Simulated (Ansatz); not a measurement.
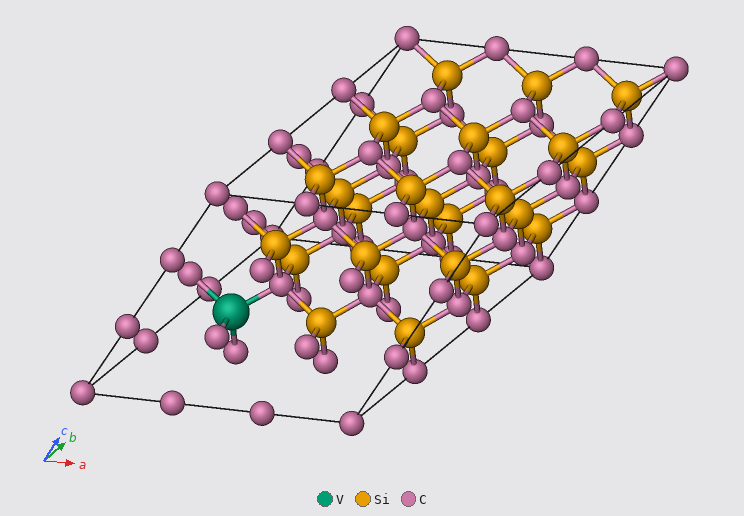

The image is a ball-and-stick drawing of a crystal, viewed from a general direction. One simulation cell is framed, with atoms on its boundary repeated. Cell: a = 9.236 Å, b = 9.236 Å, c = 9.236 Å, α = 60.00°, β = 60.00°, γ = 60.00°.

Explain the picture.

It has the composition VSi26C27. The lattice is face-centred cubic and the space group F-43m (No. 216). Atoms per cell: 54 (1 V, 26 Si, 27 C). V is linked to four C in a tetrahedral arrangement at about 1.9 Å. Each Si atom is coordinated by four C in a tetrahedral arrangement at about 1.9 Å. By contacts within bonding range, the coordination numbers are C 4. The bonds build a three-dimensional framework.

The structure was taken from a structure listed in the Materials Project, repeated into a supercell with a point defect put in. The atoms were relaxed in a fixed cell with DFT, PBE, plane-wave PAW, scalar-relativistic in Ansatz 0.2.0.

At this level of theory the cell isn't at rest (compressed, at 6 GPa), so its distances can differ from those at equilibrium, the more so the softer the solid.
